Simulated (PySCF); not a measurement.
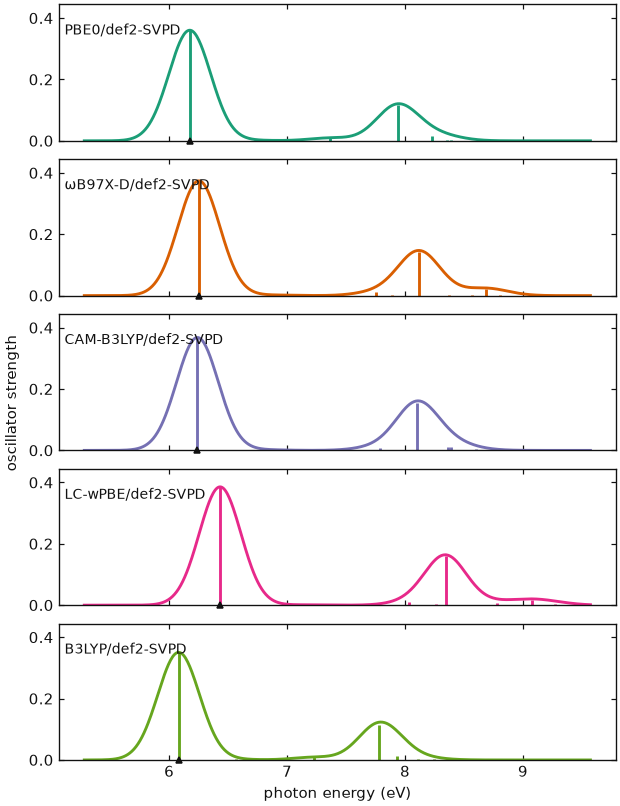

Vertical TDDFT spectra of C₄H₅N ((Z)-2-butenenitrile), SMILES C/C=C\C#N at one geometry and several levels (PySCF 2.14.0, at a PBE0-D3(BJ)/def2-SVP geometry (no frequency check)); sticks with Gaussians of 1/e half-width 0.25 eV, the triangle marks S1, which has the same leading orbital pair at all these levels. Only the lowest states were computed, so the high end is incomplete.

**How far does S1 move with the level of theory?**

From lowest to highest: B3LYP/def2-SVPD 6.08 eV, PBE0/def2-SVPD 6.17 eV, CAM-B3LYP/def2-SVPD 6.24 eV, ωB97X-D/def2-SVPD 6.25 eV, LC-wPBE/def2-SVPD 6.43 eV; a spread of 0.35 eV.

Limits of at least one run: core orbitals are frozen in the response; states above the negative HOMO energy depend on the basis.
